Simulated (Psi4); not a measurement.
# Run report: SiO₂, single-point calculation (part 1 of 2)

- system: SiO₂, SMILES O=[Si]=O
- method: FNO-CCSD(T)/cc-pVTZ, RHF (Psi4 1.11)

The geometry was optimised with mp2/def2-SVP.

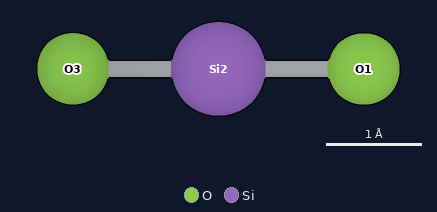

Fig. 1: The structure (ball-and-stick view, seen on its broad side; atoms are numbered from 1 in the order of the input).

Input (o2si.inp)
```
memory 1600 mb

molecule mol {
  0 1
  O     -0.501826    -0.311789     1.413780
  Si    -0.000249     0.000085    -0.000068
  O      0.501704     0.311960    -1.413781
  symmetry c1
}

set globals {
  basis       cc-pVTZ
  scf_type    pk
  freeze_core true
}

energy_value, wavefunction = energy("fno-ccsd(t)", return_wfn=True)
print_variables()
```

Run as:
```bash
psi4 -n 1 o2si.inp o2si.out
```

The program's output
```
Psi4 1.11 release

   => Loading Basis Set <=

    Name: CC-PVTZ
    Role: ORBITAL
    Keyword: BASIS

         ---------------------------------------------------------
                                   SCF
                              RHF Reference
                        1 Threads,   1525 MiB Core
         ---------------------------------------------------------

  ==> Geometry <==

    Molecular point group: c1
    Full point group: C1

    Geometry (in Angstrom), charge = 0, multiplicity = 1:

       Center              X                  Y                   Z               Mass
    ------------   -----------------  -----------------  -----------------  -----------------
         O           -0.000092597166     0.000052730345     1.532256505239    15.994914619570
         SI          -0.000092597166     0.000052730345    -0.000000342000    27.976926534650
         O            0.000254560150    -0.000144961722    -1.532255907042    15.994914619570

  Running in c1 symmetry.

  Rotational constants: A = 28308763.86010  B =      0.22445  C =      0.22445 [cm^-1]
  Rotational constants: A = 848675390055.95886  B =   6728.87549  C =   6728.87543 [MHz]
  Nuclear repulsion =   88.411692007059713

  Charge       = 0
  Multiplicity = 1
  Electrons    = 30
  Nalpha       = 15
  Nbeta        = 15

  ==> Algorithm <==

  SCF Algorithm Type is PK.
  DIIS enabled.
  MOM disabled.
  Fractional occupation disabled.
  Guess Type is SAD.
  Energy threshold   = 1.00e-08
  Density threshold  = 1.00e-08
  Integral threshold = 1.00e-12

  ==> Primary Basis <==

  Basis Set: CC-PVTZ
    Blend: CC-PVTZ
    Number of shells: 32
    Number of basis functions: 94
    Number of Cartesian functions: 109
    Spherical Harmonics?: true
    Max angular momentum: 3

  ==> Integral Setup <==

  Using in-core PK algorithm.
   Calculation information:
      Number of atoms:                   3
      Number of AO shells:              32
      Number of primitives:            112
      Number of atomic orbitals:       109
      Number of basis functions:        94

      Integral cutoff                 1.00e-12
      Number of threads:                 1

  Performing in-core PK
  Using 19940690 doubles for integral storage.
  We computed 133248 shell quartets total.
  Whereas there are 139656 unique shell quartets.

  ==> DiskJK: Disk-Based J/K Matrices <==

    J tasked:                  Yes
    K tasked:                  Yes
    wK tasked:                  No
    Memory [MiB]:             1144
    Schwarz Cutoff:          1E-12

  Minimum eigenvalue in the overlap matrix is 3.1522103322E-03.
  Reciprocal condition number of the overlap matrix is 8.0002273314E-04.
    Using symmetric orthogonalization.

  ==> Pre-Iterations <==

  SCF Guess: Superposition of Atomic Densities via on-the-fly atomic UHF (no occupation information).

   -------------------------
    Irrep   Nso     Nmo
   -------------------------
     A         94      94
   -------------------------
    Total      94      94
   -------------------------

  ==> Iterations <==

                        Total Energy        Delta E     RMS |[F,P]|

   @RHF iter SAD:  -437.46882574537426   -4.37469e+02   0.00000e+00
   @RHF iter   1:  -438.47963861817288   -1.01081e+00   8.11573e-03 DIIS/ADIIS
   @RHF iter   2:  -438.51519263564830   -3.55540e-02   7.93436e-03 DIIS/ADIIS
   @RHF iter   3:  -438.71398042831902   -1.98788e-01   2.32262e-04 DIIS/ADIIS
   @RHF iter   4:  -438.71428691520572   -3.06487e-04   5.89807e-05 DIIS
   @RHF iter   5:  -438.71431405007922   -2.71349e-05   1.59517e-05 DIIS
   @RHF iter   6:  -438.71431763397163   -3.58389e-06   5.78037e-06 DIIS
   @RHF iter   7:  -438.71431821513636   -5.81165e-07   1.68923e-06 DIIS
   @RHF iter   8:  -438.71431826709187   -5.19555e-08   2.76591e-07 DIIS
   @RHF iter   9:  -438.71431826783771   -7.45842e-10   4.65841e-08 DIIS
   @RHF iter  10:  -438.71431826785016   -1.24487e-11   1.60360e-08 DIIS
   @RHF iter  11:  -438.71431826785084   -6.82121e-13   5.16627e-09 DIIS
  Energy and wave function converged.

  ==> Post-Iterations <==

    Orbital Energies [Eh]
    ---------------------

    Doubly Occupied:

       1A    -68.887221     2A    -20.583283     3A    -20.583266
       4A     -6.233540     5A     -4.340645     6A     -4.340645
       7A     -4.336580     8A     -1.316254     9A     -1.291468
      10A     -0.649177    11A     -0.562648    12A     -0.545387
      13A     -0.545387    14A     -0.503804    15A     -0.503804

    Virtual:

      16A      0.003263    17A      0.091752    18A      0.091752
      19A      0.238638    20A      0.313736    21A      0.313736
      22A      0.317883    23A      0.349927    24A      0.349927
      25A      0.559578    26A      0.559578    27A      0.598297
      28A      0.712870    29A      0.806834    30A      0.866044
      31A      0.866044    32A      0.881858    33A      0.881858
      34A      0.951868    35A      1.083427    36A      1.083427
      37A      1.113207    38A      1.113207    39A      1.133586
      40A      1.133586    41A      1.218518    42A      1.218518
      43A      1.358755    44A      1.428598    45A      1.450377
      46A      1.450377    47A      1.707845    48A      1.799704
      49A      1.799704    50A      2.042589    51A      2.042589
      52A      2.150601    53A      2.304497    54A      2.304497
      55A      2.312647    56A      2.312647    57A      2.383127
      58A      2.630672    59A      2.800017    60A      2.800018
      61A      3.242875    62A      3.554568    63A      4.212643
      64A      4.212643    65A      4.457243    66A      4.457243
      67A      5.203370    68A      5.210685    69A      5.559694
      70A      5.559694    71A      5.572114    72A      5.572114
      73A      5.584937    74A      5.584937    75A      5.670142
      76A      5.670142    77A      5.686702    78A      5.686702
      79A      5.740029    80A      5.740029    81A      5.900621
      82A      5.901730    83A      6.760045    84A      6.760045
      85A      6.854843    86A      6.854843    87A      7.089719
      88A      7.089719    89A      7.272766    90A      7.379749
      91A      7.379749    92A      7.456519    93A      9.505730
      94A     10.920909

    Final Occupation by Irrep:
              A
    DOCC [    15 ]
    NA   [    15 ]
    NB   [    15 ]

  @RHF Final Energy:  -438.71431826785084

   => Energetics <=

    Nuclear Repulsion Energy =             88.4116920070597132
    One-Electron Energy =                -783.8058037057398906
    Two-Electron Energy =                 256.6797934308293065
    Total Energy =                       -438.7143182678508424

Computation Completed

Properties will be evaluated at   0.000000,   0.000000,   0.000000 [a0]

Properties computed using the SCF density matrix

 Multipole Moments:

 ------------------------------------------------------------------------------------
     Multipole            Electronic (a.u.)      Nuclear  (a.u.)        Total (a.u.)
 ------------------------------------------------------------------------------------

 L = 1.  Multiply by 2.5417464519 to convert [e a0] to [Debye]
 Dipole X            :         -0.0004637           -0.0000012           -0.0004650
 Dipole Y            :          0.0002641            0.0000007            0.0002648
 Dipole Z            :         -0.0000018           -0.0000000           -0.0000018
 Magnitude           :                                                    0.0005351

 ------------------------------------------------------------------------------------

	total time  =          4 seconds =       0.07 minutes
 MINTS: Wrapper to libmints.

   Calculation information:
      Number of threads:                 1
      Number of atoms:                   3
      Number of AO shells:              32
      Number of SO shells:              32
      Number of primitives:            112
      Number of atomic orbitals:       109
      Number of basis functions:        94

      Number of irreps:                  1
      Integral cutoff                 1.00e-12
      Number of functions per irrep: [  94 ]

 OEINTS: Overlap, kinetic, potential, dipole, and quadrupole integrals
         stored in file 35.

      Computing two-electron integrals...done
      Computed 5472626 non-zero two-electron integrals.
        Stored in file 33.

        *******************************************************
        *                                                     *
        *               Frozen Natural Orbitals               *
        *                                                     *
        *******************************************************

        ==> Transform (OV|OV) integrals <==

	Presorting SO-basis two-electron integrals.
	Sorting File: SO Ints (nn|nn) nbuckets = 1
	Constructing frozen core operators
	Starting first half-transformation.
	Sorting half-transformed integrals.
	First half integral transformation complete.
	Starting second half-transformation.
	Two-electron integral transformation complete.

        ==> Build MP2 amplitudes, OPDM, and NOs <==

        OS MP2 correlation energy:            -0.435519232278
        SS MP2 correlation energy:            -0.157550407084
        MP2 correlation energy:               -0.593069639362
      * MP2 total energy:                   -439.307387907212

        Cutoff for significant NO occupancy: 1.000e-06

        No. virtuals per irrep (original):  [  79 ]
        No. virtuals per irrep (truncated): [  79 ]

        Retaining 79 of 79 virtual orbitals.

	total time  =          1 seconds =       0.02 minutes

        ==> Transform all two-electron integrals <==

	Presorting SO-basis two-electron integrals.
	Sorting File: SO Ints (nn|nn) nbuckets = 1
	Constructing frozen core operators
	Starting first half-transformation.
	Sorting half-transformed integrals.
	First half integral transformation complete.
	Starting second half-transformation.
	Two-electron integral transformation complete.

	total time  =          3 seconds =       0.05 minutes

        **********************************************************
        *                                                        *
        *                   CCSD Integral Sort                   *
        *                                                        *
        **********************************************************

        CC integral sort will use                    457.10 mb

        Number of (ab|cd) temporary files:                2
        Number of (ab|ci) temporary files:                3
        Starting temporary file number:                 270

        Initial sort........done.

        Sort (IJ|KL)........done.
        Sort (IJ|KA) 1/2....done.
        Sort (IJ|KA) 2/2....done.
        Sort (IA|JB)........done.
        Sort (IJ|AB)........done.
        Sort (IA|BC) 1/3....done.
        Sort (IA|BC) 2/3....done.
        Sort (IA|BC) 3/3....done.
        Sort (AB|CD) 1/2....done.
        Sort (AB|CD) 2/2....done.
```
